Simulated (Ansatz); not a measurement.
**B2PLYP/def2-SVP (core potential) run of SnH2F2 (SMILES [F][SnH2][F])**

Aim: the vertical ionisation energy of SnH2F2 at B2PLYP/def2-SVP (core potential), from 2 runs. 

The results are computed with Ansatz 0.2.0.

44 further runs of the same task are left out: 44 set aside as unsound or not needed.

## 1. The molecule

SnH2F2 has 5 atoms, charge 0, and is taken as a singlet. SMILES: `[F][SnH2][F]`. The coordinates come from a PBE0-D4/def2-TZVP relaxation.

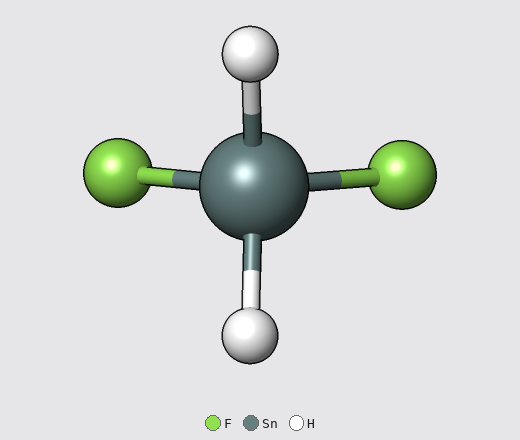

The structure, seen from a chosen angle (fluorine green, tin teal, hydrogen white).

## 2. A single-point energy at B2PLYP/def2-SVP (core potential)

File input.yaml:

```yaml
crystal:
  periodic: [false, false, false]
  atoms:
    - symbol: F
      position_ang: [-0.343500, -0.356300, 1.741400]
    - symbol: Sn
      position_ang: [0.128900, -0.073200, -0.086200]
    - symbol: F
      position_ang: [-1.231200, 1.110700, -0.712400]
    - symbol: H
      position_ang: [-0.087400, -1.547100, -0.889100]
    - symbol: H
      position_ang: [1.583200, 0.792100, -0.095000]
basis:
  gaussian: {orbitals: def2-SVP}
hamiltonian: {xc: {name: B2PLYP}}
correlation: {frozen_orbitals: {F: 1, H: 0, Sn: 4}}
accuracy: high
output: {orbitals: {seedname: orbitals}}
```

Started as:

```
ansatz run input.yaml --threads 1 --pin off --max-ram 3480MiB --events-out events.jsonl --progress --plain --runs-dir runs
```

What it wrote:

```text
Warning: RAYON_NUM_THREADS=1 ignored (pool sized by the plan → 1); use --threads N
Functional definition: B2PLYP
  name "B2PLYP"
  parameter a = 0.53
  parameter c = 0.27
  exchange = (1 - a)*b88_x + a*exact_x
  correlation = (1 - c)*lyp_c + c*(mp2_os + mp2_ss)
1430 factors; integrals over basis functions are off by at most 3.4e-9 eV
mean field evaluation 1: about -11274.6782 eV, gradient 4.5e1 eV
mean field evaluation 2: about -11274.7854 eV, gradient 4.5e1 eV
mean field evaluation 4: about -11278.2712 eV, gradient 8.8e-1 eV
mean field evaluation 8: about -11278.2896 eV, gradient 5.8e-2 eV
mean field evaluation 16: about -11278.2896 eV, gradient 3.0e-5 eV
mean field -11278.28963243 eV, -414.4694992924 hartree, gradient 6.0e-8 eV, S^2 0.000000; 0 other end points of the search recorded, 0 dependent functions left out
6 core orbitals not correlated: weight in the atoms' cores, before any rotation towards them, 1.000 or more for the frozen orbitals, at most 0.000 for the correlated occupied ones
reference -11278.28965544 eV, -414.4695001382 hartree; 15, 15 occupied and 43, 43 virtual orbitals, 1430 factors
second order -16.22521307 eV of doubles, -0.00000000 eV of singles
Total energy: -11282.67046297 eV, -414.6304918454 hartree
```

It took 8.1 s on 1 thread of Intel Xeon Platinum 8259CL at 2.50GHz (Skylake/Cascade Lake), shared host; peak memory 0.2 GiB.

## 3. The doublet cation

File job.yaml:

```yaml
crystal:
  periodic: [false, false, false]
  atoms:
    - {symbol: F, position_ang: [-0.343500, -0.356300, 1.741400]}
    - {symbol: Sn, position_ang: [0.128900, -0.073200, -0.086200]}
    - {symbol: F, position_ang: [-1.231200, 1.110700, -0.712400]}
    - {symbol: H, position_ang: [-0.087400, -1.547100, -0.889100]}
    - {symbol: H, position_ang: [1.583200, 0.792100, -0.095000]}
basis:
  gaussian: {orbitals: def2-SVP}
total_charge: 1
magnetization: {spin_polarized: true, initial_magnetization: 1}
hamiltonian: {xc: {name: B2PLYP}}
correlation: {frozen_orbitals: {F: 1, H: 0, Sn: 4}}
accuracy: high
output: {orbitals: {seedname: orbitals}}
```

Started as:

```
ansatz run job.yaml --threads 1 --pin off --max-ram 3480MiB --events-out events.jsonl --progress --plain --runs-dir runs
```

What it wrote (excerpt; [...] marks lines left out):

```text
Warning: RAYON_NUM_THREADS=1 ignored (pool sized by the plan → 1); use --threads N
[... 2 set-up lines as earlier in the session ...]
[...]
1430 factors; integrals over basis functions are off by at most 3.4e-9 eV
[...]
mean field -11265.87444191 eV, -414.0132494562 hartree, gradient 1.0e-7 eV, S^2 0.790198; 8 other end points of the search recorded, 0 dependent functions left out
6 core orbitals not correlated: weight in the atoms' cores, before any rotation towards them, 1.000 or more for the frozen orbitals, at most 0.000 for the correlated occupied ones
reference -11265.87446476 eV, -414.0132502961 hartree; 15, 14 occupied and 43, 44 virtual orbitals, 1430 factors
second order -17.07854193 eV of doubles, -0.00000000 eV of singles
Total energy: -11270.48567108 eV, -414.1827090028 hartree
```

It took 25 s on 1 thread of Intel Xeon Platinum 8259CL at 2.50GHz (Skylake/Cascade Lake), shared host; peak memory 0.35 GiB.

## 4. Outcome

Level: B2PLYP/def2-SVP (core potential), 6 core orbitals frozen.

```
                                                                quantity          value
                                            singlet SnH2F2: total energy  -414.63049 Eh
                       singlet SnH2F2: HOMO energy (SCF part's orbitals)      -11.11 eV
                       singlet SnH2F2: LUMO energy (SCF part's orbitals)        0.65 eV
                     singlet SnH2F2: HOMO–LUMO gap (SCF part's orbitals)       11.76 eV
                                            doublet cation: total energy  -414.18271 Eh
doublet cation: HOMO energy (SCF part's orbitals) (highest over α and β)      -18.25 eV
 doublet cation: LUMO energy (SCF part's orbitals) (lowest over α and β)      -13.70 eV
                                                    doublet cation: ⟨S²⟩          0.790
                      vertical ionisation energy (to the doublet cation)      12.185 eV
```

**Reading.** The vertical ionisation energy comes to 12.18 eV (1176 kJ/mol). −ε(HOMO) before ionisation, 11.11 eV, is 1.07 eV below this ionisation energy.
